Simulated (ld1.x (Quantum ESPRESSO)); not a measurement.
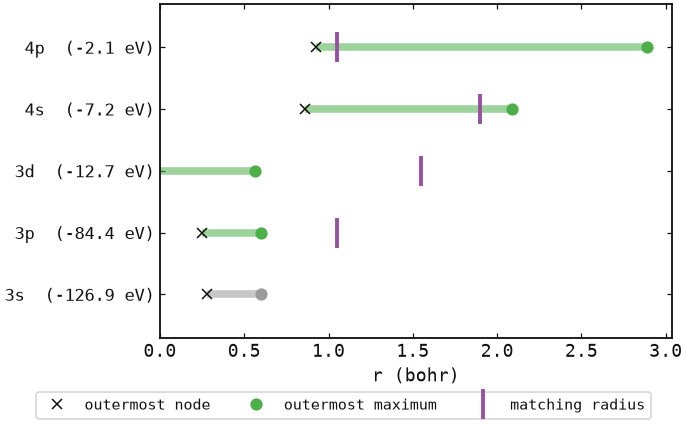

Outer shells of the all-electron reference atom: each bar runs from the outermost node (or the nucleus) to the outermost maximum of u(r); the tick is the radius chosen for the pseudo-wave. Shells without a tick have no pseudo-wave of their own. Levels, nodes and maxima are from ld1.x, non-relativistic.

- Radii against the shells: 3p: 1.05 bohr, outside the maximum; 3d: 1.55 bohr, outside the maximum; 4s: 1.90 bohr, between node and maximum; 4p: 1.05 bohr, between node and maximum.

Pseudopotential generation: Zn (part 1 of 2)

- system: zinc (Zn, Z = 30), core [Ne] 3s2, reference valence 3p6 3d10 4s1 4p1, valence charge 18.
- method: ultrasoft potential, PBEsol, non-relativistic, made with ld1.x (Quantum ESPRESSO) 7.5

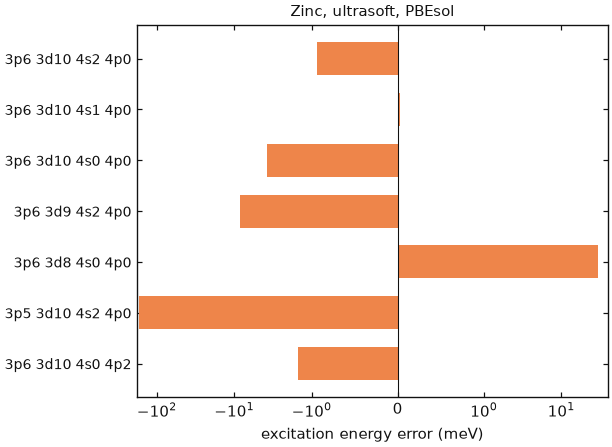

Errors, all-electron minus pseudo, of the energies of valence configurations relative to the unpolarised reference 3p6 3d10 4s1 4p1.

- Worst configuration: 3p5 3d10 4s2 4p0 (charge +1): the error is -171 meV on an all-electron energy of +86.02 eV relative to the reference, or 0.2 %.
- Configurations within 10 meV and within 50 meV: 5 and 6 of 7. The potential isn't sound: its ghost test gives ghost state below the valence levels: s at -20.5 eV.

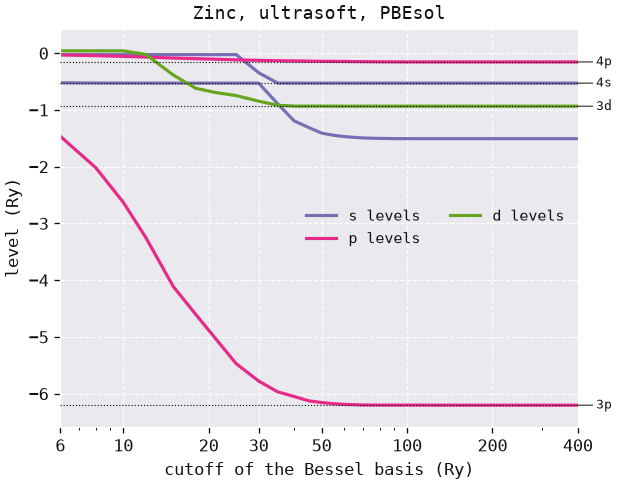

The pseudo-atom Hamiltonian at the reference potential is diagonalised in spherical Bessel functions (20 bohr box) up to the cutoff. Curves: the lowest levels of each channel that holds a bound state. Dotted lines: the all-electron valence levels.

- Ghost states: ghost state below the valence levels: s at -20.5 eV. A ghost is a state of the pseudo-atom that lies below a valence level of its channel, or is bound in a channel without one, and matches no all-electron valence level; bound levels above the valence ones can be real empty states. In Ry: s -1.51.
- All-electron valence levels: 4s: -0.53 Ry; 3p: -6.2 Ry; 4p: -0.15 Ry; 3d: -0.93 Ry.
- Onset of the ghost: the lowest s curve lies clearly below the lowest valence level of its channel from about 35 Ry on and ends at -1.51 Ry.

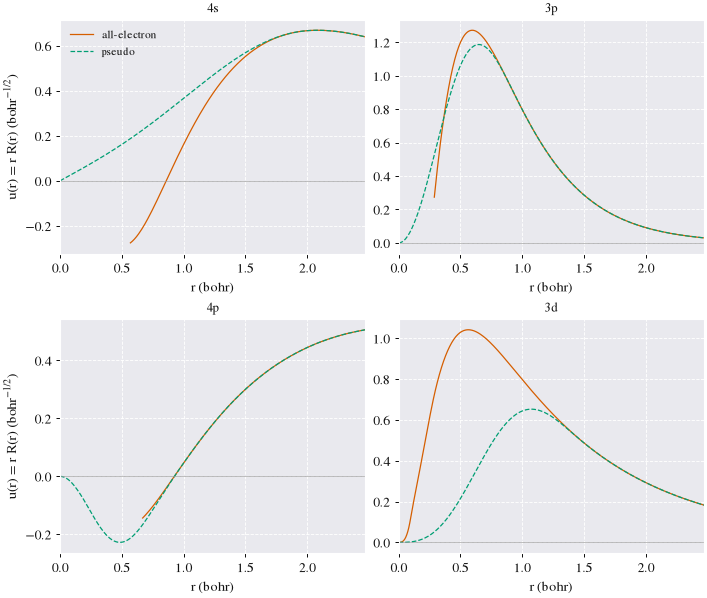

All-electron valence functions (solid) with their pseudo partners (dashed). The innermost oscillations of some all-electron curves aren't drawn. Reference configuration 3p6 3d10 4s1 4p1.

- Matching radii: 4s at 1.90 bohr; 3p at 1.05 bohr; 4p at 1.05 bohr; 3d at 1.55 bohr. The curves merge smoothly, so the plot gives these only roughly.
- Nodes of the pseudo-waves: 4s has no node; 3p has no node; 4p has a node at about 0.9 bohr; 3d has no node. A node in 4p is allowed, since a lower shell of the same l is also in the valence.

These pictures come from the run below.

**Input file**
```
 &input
   title='Zn', zed=30., rel=0, dft='PBESOL', iswitch=3,
   config='[Ar] 3d10 4s1 4p1',
   nld=3, rlderiv=2.05, eminld=-8.0, emaxld=5.0, deld=0.04
 /
 &inputp
   pseudotype=3, tm=.true., lloc=-1, rcloc=1.20,
   nlcc=.true., rcore=0.96,
   which_augfun='PSQ', rmatch_augfun_nc=.true.,
   file_pseudopw='Zn.UPF', file_wfcaegen='ae.wfc', file_wfcncgen='nc.wfc', file_beta='beta', file_chi='chi', file_wfcusgen='us.wfc'
 /
6
4S  1  0   1.00   0.00  1.70  1.90  0.0
4S  1  0   0.00   1.40  1.70  1.90  0.0
3P  2  1   6.00   0.00  1.00  1.05  0.0
4P  3  1   1.00   0.00  1.00  1.05  0.0
3D  3  2  10.00   0.00  1.45  1.55  0.0
3D  3  2   0.00   2.85  1.45  1.55  0.0
 &test
   configts(1)='3p6 3d10 4s1 4p1'
 /
```

**Input of the test run**
```
 &input
   title='Zn', zed=30., rel=0, dft='PBESOL', iswitch=2,
   config='[Ar] 3d10 4s1 4p1'
 /
 &test
   file_pseudo='Zn.UPF', nconf=8,
   configts(1)='3p6 3d10 4s1 4p1',
   configts(2)='3p6 3d10 4s2 4p0',
   configts(3)='3p6 3d10 4s1 4p0',
   configts(4)='3p6 3d10 4s0 4p0',
   configts(5)='3p6 3d9 4s2 4p0',
   configts(6)='3p6 3d8 4s0 4p0',
   configts(7)='3p5 3d10 4s2 4p0',
   configts(8)='3p6 3d10 4s0 4p2'
 /
```

Launched with:
```bash
ld1.x < Zn.in > Zn.out
```

**Log**
```
     Program LD1 v.7.5
     --------------------------- All-electron run ----------------------------

     Zn

     atomic number is 30.00
     dft =PBESOL   lsd =0 sic =0 latt =0  beta=0.20 tr2=1.0E-14
     Exchange-correlation= PBESOL
                           (   1   4  10   8   0   0   0)
     mesh =1201 r(mesh) =  99.36527 a.u. xmin = -7.00 dx = 0.01250
     1 Ry =  13.60569312 eV

     n l     nl                  e(Ry)          e(Ha)          e(eV)
     1 0     1S 1( 2.00)      -690.8154      -345.4077     -9399.0217
     2 0     2S 1( 2.00)       -83.2893       -41.6447     -1133.2093
     2 1     2P 1( 6.00)       -73.4492       -36.7246      -999.3272
     3 0     3S 1( 2.00)        -9.3258        -4.6629      -126.8841
     3 1     3P 1( 6.00)        -6.2027        -3.1014       -84.3921
     3 2     3D 1(10.00)        -0.9342        -0.4671       -12.7107
     4 0     4S 1( 1.00)        -0.5280        -0.2640        -7.1836
     4 1     4P 1( 1.00)        -0.1546        -0.0773        -2.1032

     final scf error:  3.5E-15 reached in  26 iterations

     Etot =   -3555.238332 Ry,   -1777.619166 Ha,  -48371.481722 eV

     Ekin =    3552.458048 Ry,    1776.229024 Ha,   48333.654031 eV
     Encl =   -8512.616604 Ry,   -4256.308302 Ha, -115820.049184 eV
     Eh   =    1543.597812 Ry,     771.798906 Ha,   21001.718131 eV
     Exc  =    -138.677588 Ry,     -69.338794 Ha,   -1886.804700 eV

     normalization and overlap integrals

     s(1S/1S) =  1.000000  <r> =   0.0511  <r2> =    0.0035  r(max) =   0.0338
     s(2S/2S) =  1.000000  <r> =   0.2300  <r2> =    0.0623  r(max) =   0.1918
     s(2P/2P) =  1.000000  <r> =   0.1998  <r2> =    0.0489  r(max) =   0.1532
     s(3S/3S) =  1.000000  <r> =   0.6924  <r2> =    0.5542  r(max) =   0.5983
     s(3P/3P) =  1.000000  <r> =   0.7186  <r2> =    0.6104  r(max) =   0.5983
     s(3D/3D) =  1.000000  <r> =   0.8977  <r2> =    1.0864  r(max) =   0.5620
     s(4S/4S) =  1.000000  <r> =   2.6100  <r2> =    7.9632  r(max) =   2.0882
     s(4P/4P) =  1.000000  <r> =   3.8803  <r2> =   18.2311  r(max) =   2.8901

     ------------------------ End of All-electron run ------------------------

     --------------------- Generating US pseudopotential ---------------------

      Generating local potential from pseudized AE potential:
      Matching radius rcloc =   1.2000

      Local pseudo, rcloc= 1.190 Estimated cut-off energy=    17.50 Ry

      Computing core charge for nlcc:

       r > 0.96 : true rho core
       r < 0.96 : rho core = a sin(br)/r    a=   2.97  b=   2.75

      Integrated core pseudo-charge :   1.39
      Wfc-us  4S rcutus= 1.913  Estimated cut-off energy=    11.83 Ry
      Wfc-us  4S rcutus= 1.913  Estimated cut-off energy=    15.08 Ry
      Wfc-us  3P rcutus= 1.050  Estimated cut-off energy=    74.95 Ry
      Wfc-us  4P rcutus= 1.050  Estimated cut-off energy=   132.07 Ry
      Wfc-us  3D rcutus= 1.566  Estimated cut-off energy=    47.98 Ry
      Wfc-us  3D rcutus= 1.566  Estimated cut-off energy=    41.56 Ry

     Q pseudized with Bessel functions
     Expected ecutrho=     442.0000 due to l1=  1   l2=  2

     ------------------- End of pseudopotential generation -------------------

     --------------------------- All-electron run ----------------------------

     Zn

     atomic number is 30.00
     dft =PBESOL   lsd =0 sic =0 latt =0  beta=0.20 tr2=1.0E-14
     Exchange-correlation= PBESOL
                           (   1   4  10   8   0   0   0)
     mesh =1201 r(mesh) =  99.36527 a.u. xmin = -7.00 dx = 0.01250
     1 Ry =  13.60569312 eV

     n l     nl                  e(Ry)          e(Ha)          e(eV)
     1 0     1S 1( 2.00)      -690.8154      -345.4077     -9399.0217
     2 0     2S 1( 2.00)       -83.2893       -41.6447     -1133.2093
     2 1     2P 1( 6.00)       -73.4492       -36.7246      -999.3272
     3 0     3S 1( 2.00)        -9.3258        -4.6629      -126.8841
     3 1     3P 1( 6.00)        -6.2027        -3.1014       -84.3921
     3 2     3D 1(10.00)        -0.9342        -0.4671       -12.7107
     4 0     4S 1( 1.00)        -0.5280        -0.2640        -7.1836
     4 1     4P 1( 1.00)        -0.1546        -0.0773        -2.1032

     final scf error:  3.5E-15 reached in  26 iterations

     Etot =   -3555.238332 Ry,   -1777.619166 Ha,  -48371.481722 eV

     Ekin =    3552.458048 Ry,    1776.229024 Ha,   48333.654031 eV
     Encl =   -8512.616604 Ry,   -4256.308302 Ha, -115820.049184 eV
     Eh   =    1543.597812 Ry,     771.798906 Ha,   21001.718131 eV
     Exc  =    -138.677588 Ry,     -69.338794 Ha,   -1886.804700 eV

     normalization and overlap integrals

     s(1S/1S) =  1.000000  <r> =   0.0511  <r2> =    0.0035  r(max) =   0.0338
     s(2S/2S) =  1.000000  <r> =   0.2300  <r2> =    0.0623  r(max) =   0.1918
     s(2P/2P) =  1.000000  <r> =   0.1998  <r2> =    0.0489  r(max) =   0.1532
     s(3S/3S) =  1.000000  <r> =   0.6924  <r2> =    0.5542  r(max) =   0.5983
     s(3P/3P) =  1.000000  <r> =   0.7186  <r2> =    0.6104  r(max) =   0.5983
     s(3D/3D) =  1.000000  <r> =   0.8977  <r2> =    1.0864  r(max) =   0.5620
     s(4S/4S) =  1.000000  <r> =   2.6100  <r2> =    7.9632  r(max) =   2.0882
     s(4P/4P) =  1.000000  <r> =   3.8803  <r2> =   18.2311  r(max) =   2.8901

     ------------------------ End of All-electron run ------------------------

     Computing logarithmic derivative in   2.04945
     Computing logarithmic derivative in   2.04945
     Computing the partial wave expansion
     R is outside the sphere for l=    0 j= 0.00
     R is outside the sphere for l=    0 j= 0.00
     R is outside the sphere for l=    1 j= 0.00
     R is outside the sphere for l=    1 j= 0.00
     R is outside the sphere for l=    2 j= 0.00
     R is outside the sphere for l=    2 j= 0.00

     ---------------------- Testing the pseudopotential ----------------------

     Zn

     atomic number is 30.00   valence charge is 18.00
     dft =PBESOL   lsd =0 sic =0 latt =0  beta=0.20 tr2=1.0E-14
     mesh =1201 r(mesh) =  99.36527 xmin = -7.00 dx = 0.01250

     n l     nl             e AE (Ry)        e PS (Ry)    De AE-PS (Ry)
     2 1     3P   1( 6.00)       -6.20270       -6.20270       -0.00000
     3 2     3D   1(10.00)       -0.93422       -0.93422       -0.00000
     1 0     4S   1( 1.00)       -0.52799       -0.52799       -0.00000
     3 1     4P   1( 1.00)       -0.15458       -0.15458       -0.00000

     eps = 2.1E-16  iter =  4

     Etot =   -3555.238332 Ry,   -1777.619166 Ha,  -48371.481722 eV
     Etotps =  -348.579408 Ry,    -174.289704 Ha,   -4742.664458 eV

     Ekin =      85.019612 Ry,      42.509806 Ha,    1156.750748 eV
     Encl =    -758.846056 Ry,    -379.423028 Ha,  -10324.626570 eV
     Ehrt =     309.074429 Ry,     154.537214 Ha,    4205.171833 eV
     Ecxc =     -37.970229 Ry,     -18.985114 Ha,    -516.611279 eV
     (Ecc =      -1.498257 Ry,      -0.749128 Ha,     -20.384819 eV)
     Epseu=      54.142836 Ry,      27.071418 Ha,     736.650810 eV

     ---------------------- End of pseudopotential test ----------------------
```

**Output of the test run (extracts)**
```
     ---------------------- Testing the pseudopotential ----------------------

     Zn

     atomic number is 30.00   valence charge is 18.00
     dft =PBESOL   lsd =0 sic =0 latt =0  beta=0.20 tr2=1.0E-14
     mesh =1201 r(mesh) =  99.36527 xmin = -7.00 dx = 0.01250

     n l     nl             e AE (Ry)        e PS (Ry)    De AE-PS (Ry)
     2 1     3P   1( 6.00)       -6.20270       -6.20270       -0.00000
     3 2     3D   1(10.00)       -0.93422       -0.93422       -0.00000
     1 0     4S   1( 1.00)       -0.52799       -0.52799       -0.00000
     3 1     4P   1( 1.00)       -0.15458       -0.15458       -0.00000

     eps = 2.0E-16  iter =  4

     Etot =   -3555.238332 Ry,   -1777.619166 Ha,  -48371.481720 eV
     Etotps =  -348.579408 Ry,    -174.289704 Ha,   -4742.664458 eV

     Ekin =      85.019612 Ry,      42.509806 Ha,    1156.750748 eV
     Encl =    -758.846056 Ry,    -379.423028 Ha,  -10324.626570 eV
     Ehrt =     309.074429 Ry,     154.537214 Ha,    4205.171833 eV
     Ecxc =     -37.970229 Ry,     -18.985114 Ha,    -516.611279 eV
     (Ecc =      -1.498257 Ry,      -0.749128 Ha,     -20.384819 eV)
     Epseu=      54.142836 Ry,      27.071418 Ha,     736.650810 eV

     ---------------------- End of pseudopotential test ----------------------

     ---------------------- Testing the pseudopotential ----------------------

     Zn

     atomic number is 30.00   valence charge is 18.00
     dft =PBESOL   lsd =0 sic =0 latt =0  beta=0.20 tr2=1.0E-14
     mesh =1201 r(mesh) =  99.36527 xmin = -7.00 dx = 0.01250

     n l     nl             e AE (Ry)        e PS (Ry)    De AE-PS (Ry)
     2 1     3P   1( 6.00)       -6.04365       -6.04525        0.00160
     3 2     3D   1(10.00)       -0.77872       -0.77878        0.00007
     1 0     4S   1( 2.00)       -0.42947       -0.42940       -0.00007
     3 1     4P   1( 0.00)       -0.08251       -0.08256        0.00005

     eps = 3.4E-15  iter =  9

     Etot =   -3555.598970 Ry,   -1777.799485 Ha,  -48376.388459 eV
     Etotps =  -348.939978 Ry,    -174.469989 Ha,   -4747.570259 eV
     dEtot_ae =      -0.360639 Ry
     dEtot_ps =      -0.360570 Ry,   Delta E=      -0.000069 Ry

     Ekin =      84.267464 Ry,      42.133732 Ha,    1146.517261 eV
     Encl =    -761.606602 Ry,    -380.803301 Ha,  -10362.185707 eV
     Ehrt =     311.800590 Ry,     155.900295 Ha,    4242.263140 eV
     Ecxc =     -38.092344 Ry,     -19.046172 Ha,    -518.272742 eV
     (Ecc =      -1.498257 Ry,      -0.749128 Ha,     -20.384819 eV)
     Epseu=      54.690914 Ry,      27.345457 Ha,     744.107788 eV

     ---------------------- End of pseudopotential test ----------------------

     ---------------------- Testing the pseudopotential ----------------------

     Zn

     atomic number is 30.00   valence charge is 18.00
     dft =PBESOL   lsd =0 sic =0 latt =0  beta=0.20 tr2=1.0E-14
     mesh =1201 r(mesh) =  99.36527 xmin = -7.00 dx = 0.01250

     n l     nl             e AE (Ry)        e PS (Ry)    De AE-PS (Ry)
     2 1     3P   1( 6.00)       -6.74790       -6.74740       -0.00050
     3 2     3D   1(10.00)       -1.47838       -1.47851        0.00014
     1 0     4S   1( 1.00)       -1.00615       -1.00613       -0.00002
     3 1     4P   1( 0.00)       -0.56490       -0.56489       -0.00001

     eps = 7.4E-15  iter =  9

     Etot =   -3554.887741 Ry,   -1777.443871 Ha,  -48366.711693 eV
     Etotps =  -348.228819 Ry,    -174.114410 Ha,   -4737.894454 eV
     dEtot_ae =       0.350591 Ry
     dEtot_ps =       0.350589 Ry,   Delta E=       0.000002 Ry

     Ekin =      84.187348 Ry,      42.093674 Ha,    1145.427222 eV
     Encl =    -749.088572 Ry,    -374.544286 Ha,  -10191.869232 eV
     Ehrt =     299.598497 Ry,     149.799248 Ha,    4076.245209 eV
     Ecxc =     -37.693578 Ry,     -18.846789 Ha,    -512.847262 eV
     (Ecc =      -1.498257 Ry,      -0.749128 Ha,     -20.384819 eV)
     Epseu=      54.767486 Ry,      27.383743 Ha,     745.149609 eV

     ---------------------- End of pseudopotential test ----------------------

     ---------------------- Testing the pseudopotential ----------------------

     Zn

     atomic number is 30.00   valence charge is 18.00
     dft =PBESOL   lsd =0 sic =0 latt =0  beta=0.20 tr2=1.0E-14
     mesh =1201 r(mesh) =  99.36527 xmin = -7.00 dx = 0.01250

     n l     nl             e AE (Ry)        e PS (Ry)    De AE-PS (Ry)
     2 1     3P   1( 6.00)       -7.56177       -7.55798       -0.00379
     3 2     3D   1(10.00)       -2.28276       -2.28299        0.00023
     1 0     4S   1( 0.00)       -1.64495       -1.64572        0.00077
     3 1     4P   1( 0.00)       -1.12508       -1.12532        0.00024

     eps = 4.4E-16  iter =  9

     Etot =   -3553.566303 Ry,   -1776.783152 Ha,  -48348.732614 eV
     Etotps =  -346.907100 Ry,    -173.453550 Ha,   -4719.911545 eV
     dEtot_ae =       1.672029 Ry
     dEtot_ps =       1.672308 Ry,   Delta E=      -0.000280 Ry

     Ekin =      83.972731 Ry,      41.986366 Ha,    1142.507211 eV
     Encl =    -734.657999 Ry,    -367.329000 Ha,   -9995.531285 eV
     Ehrt =     286.241122 Ry,     143.120561 Ha,    3894.508866 eV
     Ecxc =     -37.287505 Ry,     -18.643752 Ha,    -507.322349 eV
     (Ecc =      -1.498257 Ry,      -0.749128 Ha,     -20.384819 eV)
     Epseu=      54.824551 Ry,      27.412275 Ha,     745.926012 eV

     ---------------------- End of pseudopotential test ----------------------

     ---------------------- Testing the pseudopotential ----------------------

     Zn

     atomic number is 30.00   valence charge is 18.00
     dft =PBESOL   lsd =0 sic =0 latt =0  beta=0.20 tr2=1.0E-14
     mesh =1201 r(mesh) =  99.36527 xmin = -7.00 dx = 0.01250

     n l     nl             e AE (Ry)        e PS (Ry)    De AE-PS (Ry)
     2 1     3P   1( 6.00)       -7.29752       -7.31215        0.01464  !
     3 2     3D   1( 9.00)       -1.97699       -1.97845        0.00146
     1 0     4S   1( 2.00)       -1.15114       -1.15097       -0.00018
     3 1     4P   1( 0.00)       -0.66065       -0.66125        0.00060

     eps = 6.8E-15  iter = 12

     Etot =   -3554.244862 Ry,   -1777.122431 Ha,  -48357.964873 eV
     Etotps =  -347.585327 Ry,    -173.792663 Ha,   -4729.139287 eV
     dEtot_ae =       0.993470 Ry
     dEtot_ps =       0.994082 Ry,   Delta E=      -0.000612 Ry

     Ekin =      82.372441 Ry,      41.186221 Ha,    1120.734160 eV
     Encl =    -737.827959 Ry,    -368.913980 Ha,  -10038.660793 eV
     Ehrt =     291.020711 Ry,     145.510356 Ha,    3959.538489 eV
     Ecxc =     -36.873086 Ry,     -18.436543 Ha,    -501.683886 eV
     (Ecc =      -1.498257 Ry,      -0.749128 Ha,     -20.384819 eV)
     Epseu=      53.722566 Ry,      26.861283 Ha,     730.932744 eV

     ---------------------- End of pseudopotential test ----------------------
```

(Continued in part 2.) Outcome of the run: generated, with a ghost state.
